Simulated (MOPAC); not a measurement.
# Single-point calculation of P₂ (charge +1)

System: P₂ (diphosphorus), charge +1, multiplicity 2.
Method: PM3, unrestricted (MOPAC 23.2.5).

The geometry was optimised with PM3.

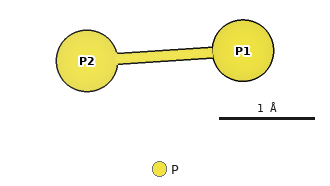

Figure 1. The structure as given in the input (ball-and-stick view, seen at a tilt; atoms are numbered from 1 in the order of the input). Bond lengths as drawn: P–P 1.71 Å.

The input (mol.mop)
```
PM3 DOUBLET 1SCF DISP CHARGE=1 AUX(PRECISION=6) THREADS=1


P     -0.004235 +1     0.004176 +1     0.081183 +1
P      0.001353 +1     0.006294 +1     1.796021 +1
```

Machine: 1 thread of AMD EPYC (Zen 5), 128 GiB of memory available, shared host.

Launched with:
```bash
mopac mol.mop
```

Log
```
MOPAC v23.2.5
PM3 CALCULATION RESULTS

 *  PM3        - The PM3 Hamiltonian to be used
 *  DOUBLET    - SPIN STATE DEFINED AS A DOUBLET
 *
 *
 *
 *                 CHARGE ON SYSTEM = +1
 *
 *
 *
 *  1SCF       - DO 1 SCF AND THEN STOP
 *  THREADS=1  - MULTI-THREADING NOT USED
 *  AUX        - OUTPUT AUXILIARY INFORMATION
 *  DISP       - PRINT DISPERSION AND HYDROGEN BOND ENERGIES
PM3 DOUBLET 1SCF DISP CHARGE=1 AUX(PRECISION=6) THREADS=1

   ATOM   CHEMICAL          X               Y               Z
  NUMBER   SYMBOL      (ANGSTROMS)     (ANGSTROMS)     (ANGSTROMS)

     1       P         -0.00423500  *   0.00417600  *   0.08118300  *
     2       P          0.00135300  *   0.00629400  *   1.79602100  *

          CARTESIAN COORDINATES

    NO.       ATOM           X           Y           Z

     1         P         -0.0042      0.0042      0.0812
     2         P          0.0014      0.0063      1.7960

           Empirical Formula: P2  =     2 atoms

      MOLECULAR POINT GROUP   :   D*h

 DOUBLET STATE CALCULATION

          UHF CALCULATION, NO. OF ALPHA ELECTRONS =    5
                           NO. OF BETA  ELECTRONS =    4

 -------------------------------------------------------------------------------
 PM3 DOUBLET 1SCF DISP CHARGE=1 AUX(PRECISION=6) THREADS=1

     1SCF WAS SPECIFIED, SO BFGS WAS NOT USED
     SCF FIELD WAS ACHIEVED

                              PM3 CALCULATION

          FINAL HEAT OF FORMATION =        237.25004 KCAL/MOL =     992.65415 KJ/MOL

          TOTAL ENERGY            =      -5354.29631 KCAL/MOL = ELECTRONIC ENERGY + CORE-CORE REPULSION
          ENERGY OF ATOMS         =       5591.54635 KCAL/MOL
                              SUM =        237.25004 KCAL/MOL
          DISPERSION ENERGY       =          0.00000 KCAL/MOL
                              SUM =        237.25004 KCAL/MOL = FINAL HEAT OF FORMATION

          TOTAL ENERGY            =       -232.18426 EV
          ELECTRONIC ENERGY       =       -379.50164 EV
          CORE-CORE REPULSION     =        147.31738 EV
          COSMO AREA              =         78.10 SQUARE ANGSTROMS
          COSMO VOLUME            =         62.03 CUBIC ANGSTROMS

          IONIZATION POTENTIAL    =         14.734891 EV
          ALPHA SOMO LUMO (EV)    =        -14.735 -7.536
          BETA  SOMO LUMO (EV)    =        -15.835 -8.892
          NO. OF ALPHA ELECTRONS  =          5
          NO. OF BETA  ELECTRONS  =          4
          MOLECULAR WEIGHT        =         61.9475         POINT GROUP:  D*h

          MOLECULAR DIMENSIONS (Angstroms)

            Atom       Atom       Distance
            P     2    P     1     1.71485
            P     2    P     1     0.00000
            P     1    P     2     0.00000

          SCF CALCULATIONS        =          1

          WALL-CLOCK TIME         =      0.008 SECONDS
          COMPUTATION TIME        =      0.004 SECONDS

   ATOM   CHEMICAL          X               Y               Z
  NUMBER   SYMBOL      (ANGSTROMS)     (ANGSTROMS)     (ANGSTROMS)

     1       P         -0.00423500  *   0.00417600  *   0.08118300  *
     2       P          0.00135300  *   0.00629400  *   1.79602100  *

                             CARTESIAN COORDINATES

   1    P       -0.004235000     0.004176000     0.081183000
   2    P        0.001353000     0.006294000     1.796021000

           Empirical Formula: P2  =     2 atoms

      MOLECULAR POINT GROUP   :   D*h

          ALPHA EIGENVALUES
 -33.73439 -22.61826 -16.04551 -16.04551 -14.73489  -7.53576  -7.53576  -6.71369

           BETA EIGENVALUES
 -33.03334 -21.26356 -15.83479 -15.83479  -8.89198  -7.32311  -7.32311  -6.31527

              NET ATOMIC CHARGES AND DIPOLE CONTRIBUTIONS

  ATOM NO.   TYPE          CHARGE      No. of ELECS.   s-Pop       p-Pop
    1          P           0.500000        4.5000     1.80922     2.69078
    2          P           0.500000        4.5000     1.80922     2.69078
 DIPOLE           X         Y         Z       TOTAL
 POINT-CHG.     0.000     0.000     0.000     0.000
 HYBRID        -0.000    -0.000    -0.000     0.000
 SUM            0.000     0.000     0.000     0.000

          ATOMIC ORBITAL ELECTRON POPULATIONS

     Atom    s        px        py        pz
    1  P   1.80922   1.00000   1.00000   0.69078
    2  P   1.80922   1.00000   1.00000   0.69078

                    (SZ)    =    0.500000
                    (S**2)  =    0.751468

          ATOMIC ORBITAL SPIN POPULATIONS

    Atom   Total    s     px     py     pz
         Atomic
    1  P  0.5000  0.057  0.000  0.000  0.443
    2  P  0.5000  0.057  0.000  0.000  0.443

 *                    *
 * JOB ENDED NORMALLY *
 *                    *

 TOTAL JOB TIME:             0.02 SECONDS

 == MOPAC DONE ==
```

Summary

| quantity | value |
| --- | --- |
| outcome | converged |
| total energy | −8.532614 hartree |
| dispersion energy | 0.000000 hartree |
| heat of formation | 237.25 kcal/mol |
| basis functions | 8 |
| ⟨S²⟩ | 0.751 |
| peak memory | 0.07 GiB |

Remarks

MOPAC's energies along a path are heats of formation.
